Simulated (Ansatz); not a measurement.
# BCl₂···H₂ (doublet): what the fields show

Input

```
crystal:
  periodic: [false, false, false]
  atoms:
    - { symbol: B, position_ang: [0.0, 0.0, -0.379619] }
    - { symbol: H, position_ang: [0.0, 0.0, 2.016411] }
    - { symbol: Cl, position_ang: [1.552722, 0.0, -1.194057] }
    - { symbol: Cl, position_ang: [-1.552722, 0.0, -1.194057] }
    - { symbol: H, position_ang: [0.0, 0.0, 2.731322] }
magnetization:
  spin_polarized: true
  initial_magnetization: 1
basis:
  gaussian: { orbitals: "6-31G*" }
hamiltonian:
  xc: blyp
relax:
  f_tol: 0.03
  max_steps: 50
output:
  orbitals: {}
```

Launched as:

```sh
ansatz run input.yaml --threads 1 --pin off --max-ram 2048MiB --backend cpu --events-out ev --progress --plain --runs-dir out
```

The fields are those of the run's last geometry, not of the input's.

Method: UKS BLYP/6-31G* in Ansatz 0.2.0.

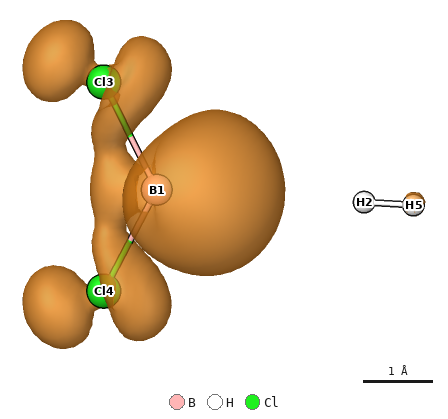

Figure 1. Isosurface of the spin density at +0.015 e/Å³ (orange), seen at a tilt.

### Which atoms carry the spin?

The unpaired spin (1 electron) lies mostly on B1 (about 0.7), Cl3 (about 0.1) and Cl4 (about 0.1), in electrons by Hirshfeld's partition.

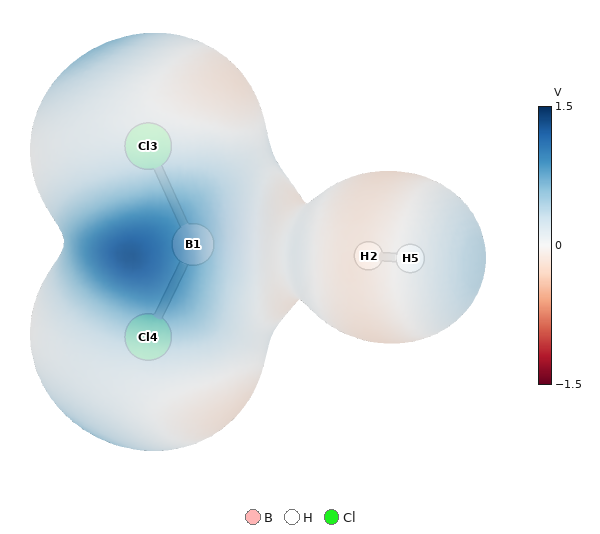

Figure 2. The electrostatic potential painted on the density surface at 0.002 e/bohr³, seen at a tilt; red is negative and blue positive.

### Describe the electrostatic potential map.

The most negative region (about −0.2 V) lies over H2, Cl3, Cl4 and H5, the most positive (about +1.2 V) over B1. Cl3 shows a σ-hole: about +0.6 V at the tip opposite its bond, against about 0.0 V on its flanks. Cl4 shows a σ-hole: about +0.6 V at the tip opposite its bond, against about +0.1 V on its flanks.

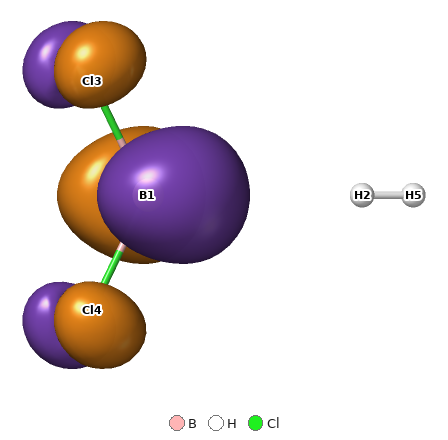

Figure 3. The LUMO (α) at ±0.15 Å⁻³ᐟ² (orange and purple are the two phases), seen at a tilt.

### What is the character of this orbital?

Its weight (Hirshfeld) is mainly on B1 (about 65 %), Cl3 (about 20 %) and Cl4 (about 20 %); it changes sign across the molecular plane (π type). Its energy is −2.66 eV.
